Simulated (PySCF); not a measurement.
**EPR calculation, with input and output: C3H11OSi3**

C3H11OSi3, multiplicity 2, computed with UKS B3LYP, pcH-1 on C H O Si, non-relativistic, mean-field spin-orbit, GIAO (PySCF 2.14.0).

It belongs to a series of runs on one base structure; here: H removed from sp3 C.

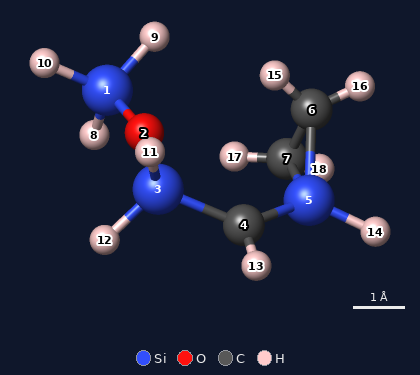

Figure 1. The structure (ball-and-stick view, seen at a tilt; atoms are numbered from 1 in the order of the input).

**Input file**
```
{"job": {"kind": "epr", "basis": "pcH-1"}, "charge": 0, "multiplicity": 2}
Si     2.374645     0.963504     0.179739
O      1.554276    -0.291843    -0.398011
Si     1.075621    -1.828158    -0.669709
C     -0.782901    -1.902265    -0.591436
Si    -1.982285    -0.566848    -0.440343
C     -1.521928     1.214790    -1.025109
C     -1.519886     1.079844     0.457134
H      2.176376     1.017312     1.630476
H      1.801381     2.135507    -0.483072
H      3.789797     0.797577    -0.148410
H      1.632617    -2.146425    -1.993245
H      1.721953    -2.660611     0.356055
H     -1.197190    -2.896608    -0.688244
H     -3.428925    -0.765384    -0.439522
H     -0.561013     1.319290    -1.501895
H     -2.290957     1.829542    -1.469265
H     -0.558357     1.105839     0.944044
H     -2.291985     1.601256     1.004399
```

The first line tells a small driver script what to run in PySCF; the rest is the geometry in Å.

Run as:
```bash
OMP_NUM_THREADS=1 python <driver script> task.json out
```

**Log**
```
UKS, coarse grid
  cycle   1  E = -1064.51135124  |g| = 6.93e-01
  cycle   2  E = -1064.16379483  |g| = 1.16e+00
  cycle   3  E = -1064.68147237  |g| = 1.22e-01
  cycle   4  E = -1064.68613445  |g| = 5.75e-02
  cycle   5  E = -1064.68777203  |g| = 1.26e-02
  cycle   6  E = -1064.68788590  |g| = 3.29e-03
  cycle   7  E = -1064.68790480  |g| = 1.25e-03
  cycle   8  E = -1064.68791149  |g| = 3.97e-04
UKS, final grid
  cycle   1  E = -1064.68791302  |g| = 3.40e-04
  cycle   2  E = -1064.68791304  |g| = 3.78e-04
  cycle   3  E = -1064.68791310  |g| = 8.97e-05
  cycle   4  E = -1064.68791310  |g| = 3.90e-05
  cycle   5  E = -1064.68791311  |g| = 1.81e-05
E = -1064.68791311 Eh   <S^2> = 0.7618 (exact 0.7500)
g shifts (ppm)      1          2          3
  rmc          -134       -134       -134
  gc             15          8         45
  oz_so         236        721       1865
  total         117        595       1777
hyperfine (MHz)  atom isotope    a_iso     a_fc   dipolar eigenvalues
    0  29Si       0.36       0.36     -0.28      0.12      0.17
    1   17O       1.41       1.40     -0.45      0.20      0.25
    2  29Si      39.14      39.20     -1.41      0.21      1.20
    3   13C      62.88      62.91    -58.92    -58.14    117.07
    4  29Si      74.26      74.43     -6.00     -4.39     10.40
    5   13C      46.87      46.88    -15.02    -14.58     29.60
    6   13C      47.29      47.29    -14.67    -14.18     28.85
    7    1H      -0.07      -0.07     -0.79     -0.48      1.27
    8    1H       0.02       0.02     -0.83     -0.55      1.38
    9    1H      -0.15      -0.15     -0.48     -0.38      0.86
   10    1H      48.25      48.25     -2.58     -1.38      3.95
   11    1H      38.61      38.61     -2.54     -1.65      4.19
   12    1H     -42.97     -42.99    -28.57     -0.76     29.33
   13    1H      -4.28      -4.28     -3.02     -0.17      3.19
   14    1H      -0.62      -0.63     -7.31      0.12      7.19
   15    1H      14.03      14.03     -7.09     -1.59      8.68
   16    1H       0.60       0.60     -7.13      0.07      7.06
   17    1H      13.64      13.63     -6.89     -1.61      8.50
```

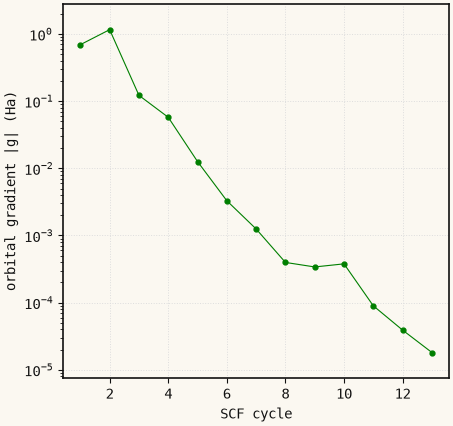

Figure 2. Convergence of the self-consistent field: orbital gradient |g| against the SCF cycle. All cycles printed in the log are drawn one after another.

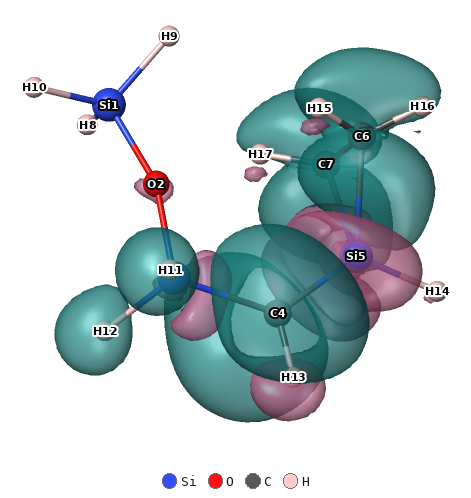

Figure 3. Isosurfaces of the spin density at +0.004 (teal) and −0.004 e/Å³ (pink), seen at a tilt. The unpaired spin (1 electron) lies mostly on C4 (about 0.5), C7 (about 0.1), C6 (about 0.1) and Si3 (about 0.1), in electrons by Hirshfeld's partition.

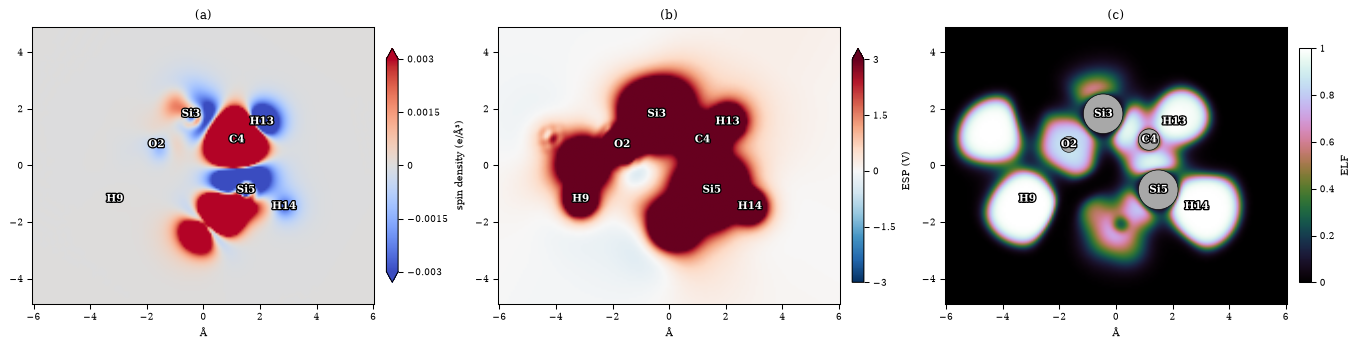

Figure 4. (a) spin density; (b) electrostatic potential; (c) ELF on the plane of atoms Si3, C4 and Si5. Grey discs, where drawn, cover atomic cores. Atoms in the plane: O, Si, C and H. Si–O (1.63 Å): the ELF peaks at about 0.85 between the atoms. Si–H (1.46 Å): the ELF climbs to about 1 towards the hydrogen. The unpaired spin (1 electron) lies mostly on C4 (about 0.5), C7 (about 0.1), C6 (about 0.1) and Si3 (about 0.1), in electrons by Hirshfeld's partition.

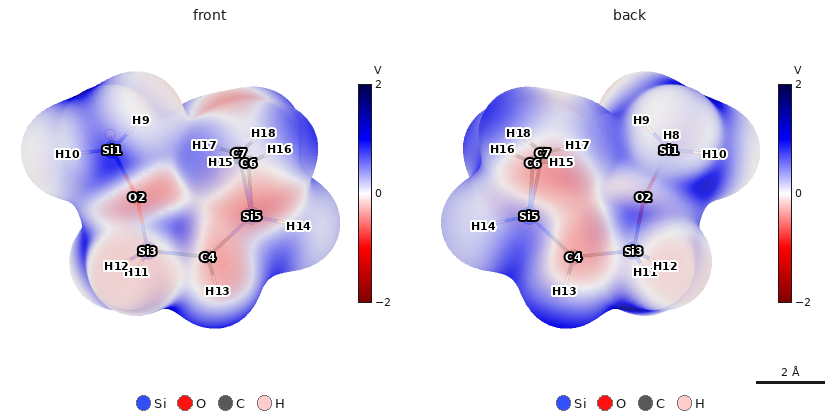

Figure 5. The electrostatic potential painted on the density surface at 0.002 e/bohr³, seen face on and from behind; the colour scale runs from red (negative) to blue (positive).

**Key numbers**

| quantity | value |
| --- | --- |
| outcome | converged |
| total energy | −1064.687913 hartree |
| ⟨S²⟩ | 0.762 |
| isotropic g | 2.0031 |
| hardware | 1 CPU thread, shared host |
| wall time | 4.3 min |
| peak memory | 1.1 GiB |
